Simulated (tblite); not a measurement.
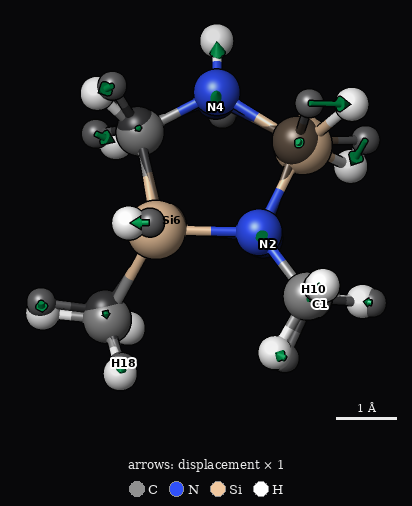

This is a relaxation of C3H12N2Si2. The starting structure is drawn faded, the final one solid; green arrows show the displacements, at their true length. The two geometries are superimposed by the best rigid fit.

Style: ball-and-stick. Shown at a tilt.

The calculation used GFN2-xTB geometry optimisation, gas phase in tblite. 

Which element moves most?

Answer. Hydrogen: up to 1.47 Å, against 0.36 Å for nitrogen.

What happened in the run?

Answer. The largest move after the best rigid fit is that of an H atom, 1.47 Å. Largest moves by element: H 1.47 Å, N 0.36 Å, Si 0.21 Å, C 0.16 Å. Near-neighbour distances that change, for instance: C–Si 1.848 → 1.898 Å, C–N 1.462 → 1.440 Å, H–N 1.024 → 1.006 Å, N–Si 1.722 → 1.707 Å. Bond angles that change, for instance: Si–N–H 105.2° → 121.8°, Si–N–Si 103.4° → 115.2°, N–Si–H 108.9° → 117.2°. After 134 geometry steps the energy has fallen by 0.565 eV. The run took 1.1 s on 1 thread of Arm Neoverse V1 (shared host).
